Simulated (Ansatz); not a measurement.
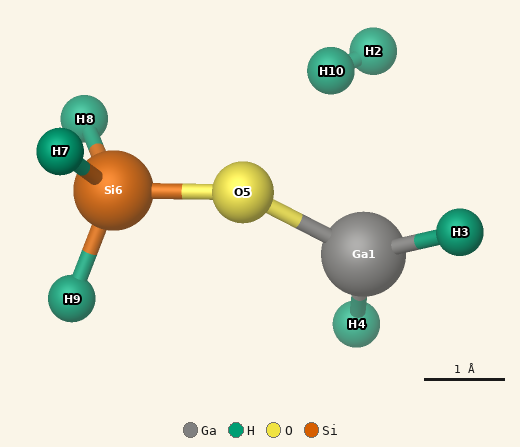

Figure 1. The starting structure (ball-and-stick view, seen at a tilt; atoms are numbered from 1 in the order of the input). Sticks mark near contacts. Bond lengths as drawn: Ga–H 1.56 to 1.57 Å, Ga–O 1.79 Å, H–H 0.72 Å, H–Si 1.49 to 1.50 Å and O–Si 1.65 Å.

# Geometry relaxation, with input and output: GaSiH7O (part 1 of 2)

The run: geometry relaxation of GaSiH7O. Method and program: RKS B3LYP-D4/def2-SVP (Ansatz 0.2.0).

It belongs to a series of runs on one base structure; here: end point B relaxed. Figures and captions count atoms from 1; the log counts them from 0 in places.

The input
```yaml
crystal:
  periodic: [false, false, false]
  atoms:
    - { symbol: Ga, position_ang: [0.139481, -0.209883, -0.45698] }
    - { symbol: H, position_ang: [-0.15526, -0.273307, 2.296358] }
    - { symbol: H, position_ang: [1.525426, 0.493607, -0.329694] }
    - { symbol: H, position_ang: [-1.23643, 0.368709, -0.932279] }
    - { symbol: O, position_ang: [0.158627, -1.953672, -0.0323] }
    - { symbol: Si, position_ang: [-0.705829, -3.358497, -0.123744] }
    - { symbol: H, position_ang: [0.2234, -4.526492, -0.085901] }
    - { symbol: H, position_ang: [-1.655311, -3.476413, 1.025331] }
    - { symbol: H, position_ang: [-1.501193, -3.429856, -1.390539] }
    - { symbol: H, position_ang: [-0.062311, -0.856596, 1.884348] }
basis:
  gaussian: { orbitals: def2-SVP }
hamiltonian:
  xc: b3lyp
  dispersion: d4
relax:
  f_tol: 0.03
  max_steps: 50
```

Run on 2 threads of Arm Neoverse V2, 24 GiB of memory available, shared host.

Run as:
```bash
ansatz run input.yaml --threads 2 --pin off --max-ram 3072MiB --backend cpu --events-out ev --progress --plain --runs-dir out
```

Log
```
The last accepted step is kept in [file] (removed where the run ends without a failure and the disk answers)
Engine: ansatz 0.2.0, aarch64-unknown-linux-gnu
Functional definition: B3LYP
  parameter a0 = 0.2
  parameter ax = 0.72
  parameter ac = 0.81
  exchange = (1 - a0 - ax)*slater_x + ax*b88_x + a0*exact_x
  correlation = (1 - ac)*vwn_rpa_c + ac*lyp_c
1032 factors; integrals over basis functions are off by at most 4.0e-4 eV
mean field evaluation 1: about -62402.5855 eV, gradient 5.8e1 eV
mean field evaluation 2: about -62368.7512 eV, gradient 1.4e2 eV
mean field evaluation 4: about -62408.2927 eV, gradient 8.3e0 eV
mean field evaluation 8: about -62408.3667 eV, gradient 3.2e-2 eV
mean field -62408.36669018 eV, -2293.4651739540 hartree, gradient 4.2e-5 eV, S^2 0.000000; 0 other end points of the search recorded, 0 dependent functions left out
the calculation of the forces begins
reference -62408.36697822 eV, -2293.4651845391 hartree; 30, 30 occupied and 69, 69 virtual orbitals, 1032 factors
relax step   1: F+E_penalty+E_count = -62408.67112564 eV  Δ(F+E_penalty+E_count) = +0.000e0 eV  max|allowed force component| = 1.459e0 eV/Å  Δτ_max = 0.0000 Å  (23 SCF iters, accepted)
these checks for a lower state are left out or cut short: starts, cluster_reference, orbital_swaps, neighbouring_geometries, increment
1032 factors; integrals over basis functions are off by at most 4.1e-4 eV
mean field evaluation 16: about -62408.4561 eV, gradient 6.2e-2 eV
mean field -62408.45435807 eV, -2293.4683956894 hartree, gradient 7.8e-5 eV, S^2 0.000000; 0 other end points of the search recorded, 0 dependent functions left out
[... from here on the field's lines of each further geometry are left out, up to the last ...]
relax step   2: F+E_penalty+E_count = -62408.75277441 eV  Δ(F+E_penalty+E_count) = -8.165e-2 eV  max|allowed force component| = 1.121e-1 eV/Å  Δτ_max = 0.1938 Å  (23 SCF iters, accepted)
relax step   3: F+E_penalty+E_count = -62408.75865622 eV  Δ(F+E_penalty+E_count) = -5.882e-3 eV  max|allowed force component| = 2.837e-1 eV/Å  Δτ_max = 0.1251 Å  (22 SCF iters, accepted)
relax step   4: F+E_penalty+E_count = -62408.76175705 eV  Δ(F+E_penalty+E_count) = -3.101e-3 eV  max|allowed force component| = 7.327e-2 eV/Å  Δτ_max = 0.0574 Å  (23 SCF iters, accepted)
relax step   5: F+E_penalty+E_count = -62408.76610103 eV  Δ(F+E_penalty+E_count) = -4.344e-3 eV  max|allowed force component| = 9.896e-2 eV/Å  Δτ_max = 0.1208 Å  (23 SCF iters, accepted)
relax step   6: F+E_penalty+E_count = -62408.76168162 eV  Δ(F+E_penalty+E_count) = +4.419e-3 eV  max|allowed force component| = 6.213e-1 eV/Å  Δτ_max = 0.1980 Å  (23 SCF iters, rejected (line search))
relax step   7: F+E_penalty+E_count = -62408.76179862 eV  Δ(F+E_penalty+E_count) = +4.302e-3 eV  max|allowed force component| = 1.123e-1 eV/Å  Δτ_max = 0.0942 Å  (23 SCF iters, rejected (line search))
relax step   8: F+E_penalty+E_count = -62408.76806222 eV  Δ(F+E_penalty+E_count) = -1.961e-3 eV  max|allowed force component| = 4.183e-2 eV/Å  Δτ_max = 0.0471 Å  (23 SCF iters, accepted)
relax step   9: F+E_penalty+E_count = -62408.76988404 eV  Δ(F+E_penalty+E_count) = -1.822e-3 eV  max|allowed force component| = 6.982e-2 eV/Å  Δτ_max = 0.0974 Å  (23 SCF iters, accepted)
relax step  10: F+E_penalty+E_count = -62408.76943086 eV  Δ(F+E_penalty+E_count) = +4.532e-4 eV  max|allowed force component| = 8.644e-2 eV/Å  Δτ_max = 0.0427 Å  (23 SCF iters, rejected (line search))
relax step  11: F+E_penalty+E_count = -62408.77039637 eV  Δ(F+E_penalty+E_count) = -5.123e-4 eV  max|allowed force component| = 2.709e-2 eV/Å  Δτ_max = 0.0213 Å  (23 SCF iters, accepted)
relax step  12: F+E_penalty+E_count = -62408.77142567 eV  Δ(F+E_penalty+E_count) = -1.029e-3 eV  max|allowed force component| = 2.492e-2 eV/Å  Δτ_max = 0.0747 Å  (22 SCF iters, accepted)
relax step  13: F+E_penalty+E_count = -62408.77183643 eV  Δ(F+E_penalty+E_count) = -4.108e-4 eV  max|allowed force component| = 9.067e-2 eV/Å  Δτ_max = 0.1101 Å  (22 SCF iters, accepted)
relax step  14: F+E_penalty+E_count = -62408.77263795 eV  Δ(F+E_penalty+E_count) = -8.015e-4 eV  max|allowed force component| = 5.553e-2 eV/Å  Δτ_max = 0.0103 Å  (21 SCF iters, accepted)
relax step  15: F+E_penalty+E_count = -62408.77358191 eV  Δ(F+E_penalty+E_count) = -9.440e-4 eV  max|allowed force component| = 2.170e-2 eV/Å  Δτ_max = 0.0453 Å  (23 SCF iters, accepted)
relax step  16: F+E_penalty+E_count = -62408.77458080 eV  Δ(F+E_penalty+E_count) = -9.989e-4 eV  max|allowed force component| = 7.878e-2 eV/Å  Δτ_max = 0.1494 Å  (23 SCF iters, accepted)
relax step  17: F+E_penalty+E_count = -62408.77537241 eV  Δ(F+E_penalty+E_count) = -7.916e-4 eV  max|allowed force component| = 5.749e-2 eV/Å  Δτ_max = 0.0435 Å  (23 SCF iters, accepted)
the calculation of the forces begins
reference -62408.47939250 eV, -2293.4693156877 hartree; 30, 30 occupied and 69, 69 virtual orbitals, 1032 factors
relax step  18: F+E_penalty+E_count = -62408.77609934 eV  Δ(F+E_penalty+E_count) = -7.269e-4 eV  max|allowed force component| = 2.322e-2 eV/Å  Δτ_max = 0.0342 Å  (24 SCF iters, accepted)
```

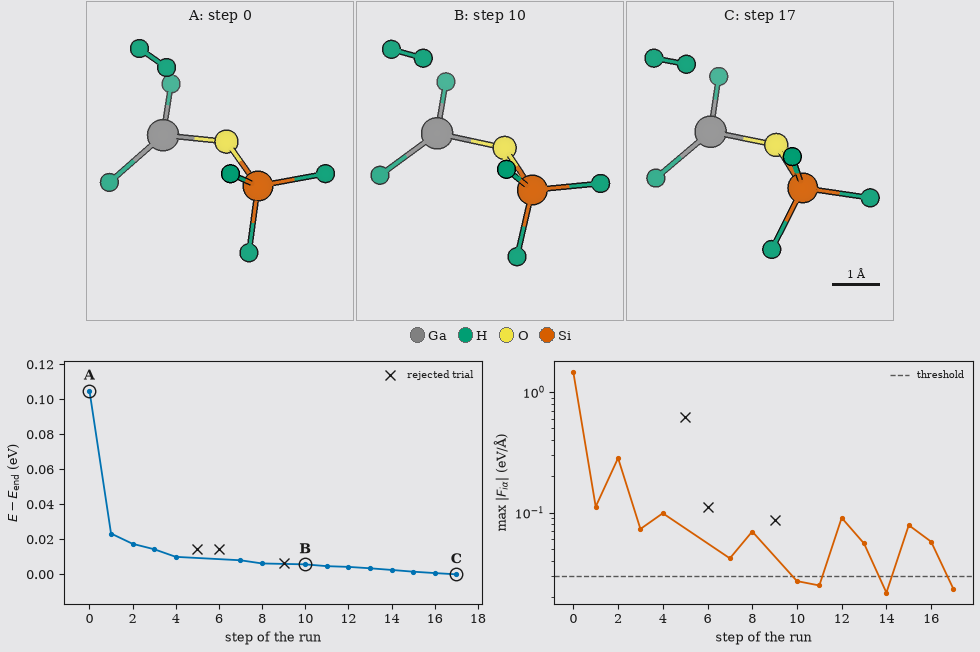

Figure 2. Frames of the relaxation (ball-and-stick view, seen at an oblique angle) above the curves, on which the letters mark them (the first geometry is step 0 here and step 1 in the log).

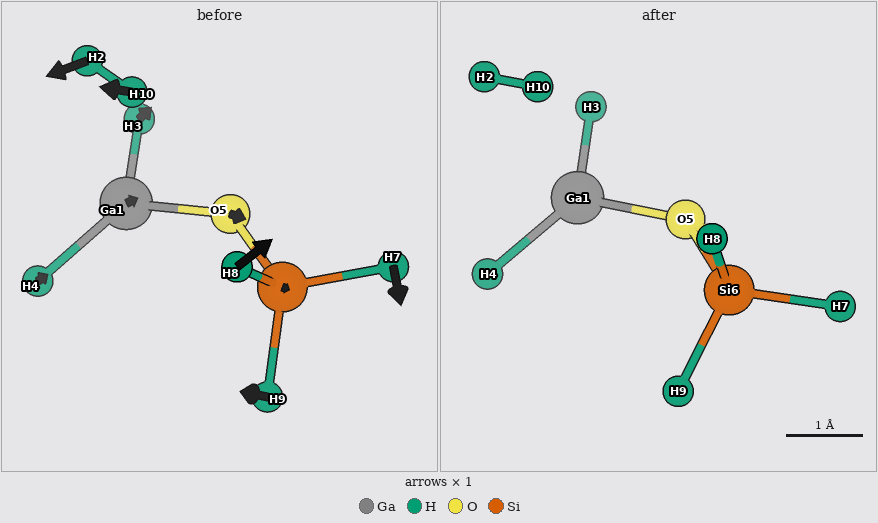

Figure 3. Before (left) and after (right) the relaxation, at one scale (ball-and-stick view, seen at an oblique angle). The black arrows give the displacements, at true length. After 17 geometry steps the energy has fallen by 0.105 eV. The largest force component goes from 1.5 to 0.023 eV/Å. The line search rejected the trial steps at points 5, 6, 9 (counted from 0) and went back. The largest moves after the best rigid fit, 0.61 Å, are those of H2 and H8. By element the largest moves are H 0.61 Å, O 0.25 Å, Ga 0.18 Å, Si 0.11 Å. Distances before and after: H2–H10 0.720 → 0.762 Å. (Atoms are counted from 1 in the order of the input.)

```
1032 factors; integrals over basis functions are off by at most 4.3e-4 eV
mean field -62408.47909956 eV, -2293.4693049222 hartree, gradient 3.5e-5 eV, S^2 0.000000; 1 other end points of the search recorded, 0 dependent functions left out
the calculation of the forces begins
reference -62408.47939250 eV, -2293.4693156877 hartree; 30, 30 occupied and 69, 69 virtual orbitals, 1032 factors
Total energy: -62408.77639229 eV, -2293.4802302285 hartree
Atom 0 at     0.285689    -0.314956    -0.429178 Å, force    -0.006260    -0.022001     0.012941 eV/Å
Atom 1 at    -0.518625     0.167149     2.163127 Å, force     0.002565    -0.004823    -0.001539 eV/Å
Atom 2 at     1.671096     0.354738    -0.175082 Å, force    -0.000627     0.000643    -0.001315 eV/Å
Atom 3 at    -1.062442     0.317498    -0.912947 Å, force     0.004970    -0.004730    -0.006129 eV/Å
Atom 4 at     0.289593    -2.096616    -0.186124 Å, force    -0.000988     0.023224    -0.000498 eV/Å
Atom 5 at    -0.668691    -3.444085    -0.186590 Å, force     0.001548     0.001386     0.015704 eV/Å
Atom 6 at     0.109156    -4.616477    -0.679809 Å, force     0.006994    -0.010315    -0.010981 eV/Å
Atom 7 at    -1.144719    -3.743170     1.200173 Å, force     0.000124     0.007808    -0.013562 eV/Å
Atom 8 at    -1.869569    -3.268809    -1.062959 Å, force    -0.007780     0.000915     0.002880 eV/Å
Atom 9 at    -0.360889    -0.577672     2.123987 Å, force    -0.000547     0.007894     0.002498 eV/Å
Dipole moment:    -0.061548     0.286808     0.039830 e Å
```

Trajectory as extended XYZ (Å, eV, eV/Å), 18 frames, from step=1 to step=18
```
10
Properties=species:S:1:pos:R:3:forces:R:3 step=1 energy=-62408.67113
Ga    0.1395   -0.2099   -0.4570   -0.0032   0.1739  -0.0665
H    -0.1553   -0.2733    2.2964   -0.2388   1.4591   1.0305
H     1.5254    0.4936   -0.3297   -0.0001  -0.0059   0.0006
H    -1.2364    0.3687   -0.9323    0.0094  -0.0026   0.0055
O     0.1586   -1.9537   -0.0323    0.0701  -0.2081  -0.1718
Si   -0.7058   -3.3585   -0.1237   -0.0366  -0.1363  -0.0454
H     0.2234   -4.5265   -0.0859   -0.0098   0.0262  -0.0020
H    -1.6553   -3.4764    1.0253    0.0065   0.0214   0.0159
H    -1.5012   -3.4299   -1.3905    0.0014   0.0058   0.0137
H    -0.0623   -0.8566    1.8843    0.2011  -1.3333  -0.7805
10
Properties=species:S:1:pos:R:3:forces:R:3 step=2 energy=-62408.75277
Ga    0.1434   -0.2326   -0.4946    0.0028  -0.0251  -0.0127
H    -0.1667   -0.1349    2.4303    0.0070  -0.0775  -0.0551
H     1.5277    0.4736   -0.3643    0.0022  -0.0095   0.0145
H    -1.2368    0.3526   -0.9481   -0.0021  -0.0051   0.0166
O     0.1790   -1.9931   -0.1215    0.0315   0.0577  -0.0354
Si   -0.7073   -3.3881   -0.1695   -0.0049  -0.0275  -0.0131
H     0.2161   -4.5585   -0.1287   -0.0168  -0.0134  -0.0112
H    -1.6359   -3.4786    1.0010    0.0188   0.0174  -0.0102
H    -1.5249   -3.4599   -1.4206   -0.0159  -0.0290   0.0062
H    -0.0638   -0.8030    2.0706   -0.0227   0.1121   0.1003
10
Properties=species:S:1:pos:R:3:forces:R:3 step=3 energy=-62408.75866
Ga    0.1438   -0.2496   -0.5013    0.0030  -0.0589   0.0010
H    -0.1649   -0.0377    2.4655    0.0363  -0.2697  -0.1215
H     1.5283    0.4549   -0.3653    0.0004  -0.0054   0.0142
H    -1.2407    0.3381   -0.9382   -0.0003  -0.0004   0.0181
O     0.1855   -2.0161   -0.1588    0.0164   0.0735  -0.0218
Si   -0.7073   -3.4078   -0.2000   -0.0061  -0.0075   0.0060
H     0.2090   -4.5839   -0.1661   -0.0077  -0.0096  -0.0086
H    -1.6260   -3.4906    0.9785    0.0137   0.0082  -0.0058
H    -1.5383   -3.4827   -1.4422   -0.0080  -0.0139   0.0023
H    -0.0588   -0.7470    2.1824   -0.0478   0.2837   0.1161
10
Properties=species:S:1:pos:R:3:forces:R:3 step=4 energy=-62408.76176
Ga    0.1462   -0.2626   -0.4891   -0.0021  -0.0340   0.0104
H    -0.1654    0.0166    2.4651    0.0066  -0.0730  -0.0546
H     1.5309    0.4402   -0.3462    0.0007  -0.0046   0.0043
H    -1.2428    0.3303   -0.9046    0.0047   0.0010   0.0119
O     0.1909   -2.0332   -0.1747    0.0134   0.0503  -0.0224
Si   -0.7068   -3.4220   -0.2160   -0.0068  -0.0111   0.0123
H     0.2038   -4.6029   -0.1944   -0.0029  -0.0027  -0.0050
H    -1.6156   -3.5036    0.9697    0.0065   0.0011  -0.0008
H    -1.5491   -3.4939   -1.4510   -0.0024  -0.0002   0.0024
H    -0.0614   -0.6913    2.1958   -0.0177   0.0733   0.0413
```
